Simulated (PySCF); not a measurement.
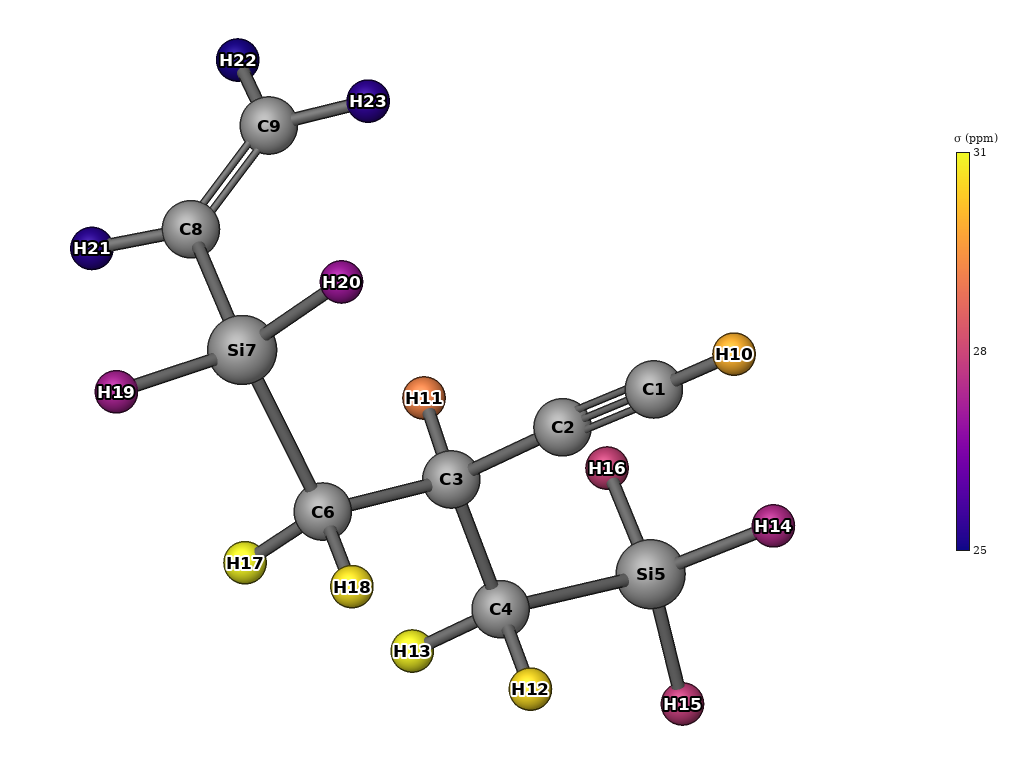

Atoms are coloured by their isotropic NMR shieldings (H only, the others grey). The computed structure is the end point of a GFN2-xTB optimisation. No frequency run is at hand to confirm it as a minimum. Level of theory: GIAO PBE0/pcSseg-1 NMR shielding, non-relativistic, gas phase (PySCF 2.14.0).

Which H atom is the most shielded (lowest chemical shift)?

H17 (30.92 ppm).

Which H atom is the least shielded (highest chemical shift)?

H22 (25.12 ppm).

How wide is the range of H shifts?

5.80 ppm.

Give the isotropic NMR shieldings of the H atoms atom by atom.

```json
{"atom": "H10", "σ (ppm)": "29.99"}
{"atom": "H11", "σ (ppm)": "29.24"}
{"atom": "H12", "σ (ppm)": "30.60"}
{"atom": "H13", "σ (ppm)": "30.90"}
{"atom": "H14", "σ (ppm)": "27.49"}
{"atom": "H15", "σ (ppm)": "27.88"}
{"atom": "H16", "σ (ppm)": "27.97"}
{"atom": "H17", "σ (ppm)": "30.92"}
{"atom": "H18", "σ (ppm)": "30.68"}
{"atom": "H19", "σ (ppm)": "27.29"}
{"atom": "H20", "σ (ppm)": "27.06"}
{"atom": "H21", "σ (ppm)": "25.30"}
{"atom": "H22", "σ (ppm)": "25.12"}
{"atom": "H23", "σ (ppm)": "25.37"}
```

The geometry is semi-empirical. Around Si such bond lengths and angles can be off by a tenth of an ångström or more and by several degrees, and values that hang on the shape move with them.
